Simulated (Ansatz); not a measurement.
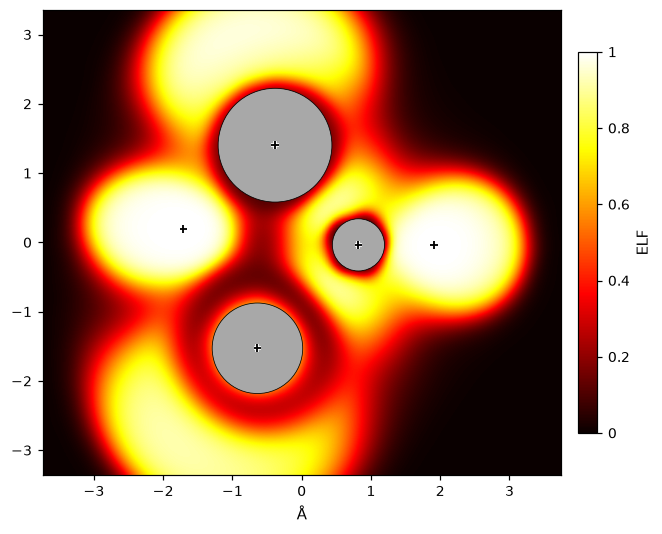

The ELF on a plane through atoms (crosses mark nuclei in the plane; grey discs cover the cores).

Level of theory: Ansatz, isolated molecule in a Gaussian basis; Kohn-Sham density functional theory, functional PBE0.

Candidates:
A. CH₂GeSn
B. C₄H₉Al
C. C₂HNSe

Which system is this?

Answer. Candidate A: CH₂GeSn on the molecular plane, which holds C, Ge, Sn and H. C–Ge (1.88 Å): the ELF peaks at about 0.85 in the valence shell of C, 0.7 Å from its nucleus, and is about 0.55 at the midpoint. C–Sn (2.09 Å): the ELF peaks at about 0.85 in the valence shell of C, 0.7 Å from its nucleus, and drops to about 0.20 between the two atoms.
